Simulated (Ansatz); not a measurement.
```xyz
8

B    -0.0916   -0.1693   -1.8093
P     0.0616    0.0263    1.4792
H     0.7495    1.2587    1.3108
H     0.8192   -0.8711    2.2872
H    -1.2392    0.2337    2.0169
F     1.0173   -0.6764   -1.2825
F    -0.9550    0.3849   -0.9230
F    -0.3618   -0.1868   -3.0792
```

Geometry: PBE-D4/def2-SVP.

Method: Ansatz 0.2.0, UKS PBE0-D4/def2-TZVP.

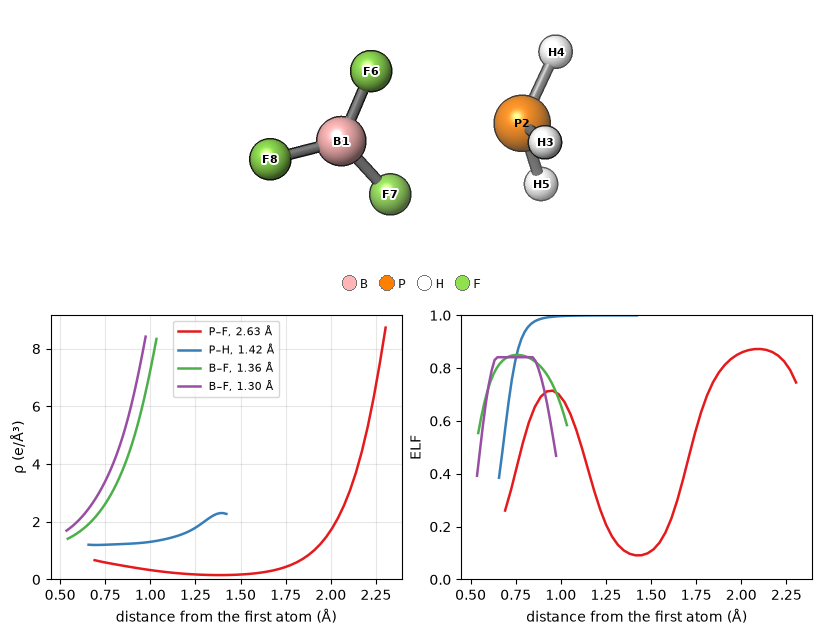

BF3···PH3 (B(PH3)F3) (charge +1, doublet). Total electron density and electron localisation function along straight lines between neighbouring atoms. The curves leave out the atomic cores. The structure is drawn too.

**What can be read from the curves?**

P2···F7 (2.63 Å): the density falls to about 0.15 e/Å³ on the way; the ELF dips to about 0.10 between them.
P–H (1.42 Å): the density is about 1.2 e/Å³ at the midpoint; the ELF climbs to about 1 towards the hydrogen, as it does in any bond to H.
B–F (1.36 Å): ρ is about 2 e/Å³ halfway; the ELF peaks at about 0.85 between the atoms, as expected for a shared but strongly polarised pair.
B–F (1.30 Å): ρ is about 2.4 e/Å³ halfway; the ELF peaks at about 0.85 between the atoms (a shared but strongly polarised pair).
